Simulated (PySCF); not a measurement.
Te(F)(OSiH3), SMILES F[Te]O[SiH3] (H₃FOSiTe), singlet at its PBE0/def2-SVP optimised geometry (Å):

```
7

Te    -0.6778    -2.1460     0.0000
F      1.2600    -2.1460     0.0000
O     -0.9251    -0.1939     0.0000
Si    -0.7248     0.8175    -1.3328
H      0.7157     0.9330    -1.7017
H     -1.2600     2.1460    -0.9255
H     -1.4892     0.2882    -2.5037
```

Computed with PBE0/def2-TZVP, def2 effective core potentials past Kr (PySCF 2.14.0). The core electrons that the potentials of Te replace are not part of the density. Cells within 0.4 Å of a nucleus heavier than hydrogen are left out (blank, or x).

Map of the HOMO−1 amplitude (bohr^(-3/2)) on the plane z = 0.0 Å; orbital energy -9.16 eV, overall sign arbitrary:

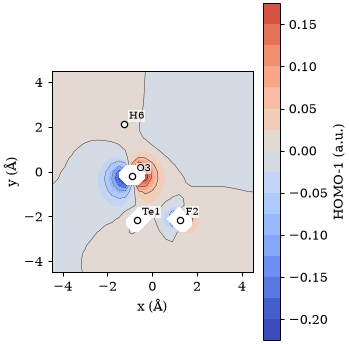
Figure. HOMO−1 amplitude (bohr^(-3/2)) on the plane z = 0.0 Å.
